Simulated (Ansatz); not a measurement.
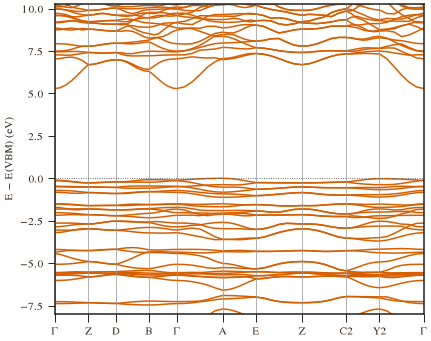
Figure: Band structure from the program Ansatz at the PBEsol level (PAW)

Problem. Read off the gap and where the band edges lie.

Solution. About 5.3 eV (5.28 eV by a search for the band edges); maximum at A, minimum at Γ.

The material is CsPH₂O₄ in space group P2_1 (No. 4; Pearson symbol mP16).

The first step of the workflow began from a Materials Project structure, measured or hypothetical; the Crystallography Open Database files this formula in space group No. 4, but the cells were not matched. Whether it is the stable phase at ambient conditions was not checked. The cell was relaxed with PBEsol under the symmetry of its start; of distortions, only those at the zone centre were tested. Scalar-relativistic: spin–orbit coupling is off unless named, which matters more the heavier the elements.

Potentials: the later of the program's two PAW sets.
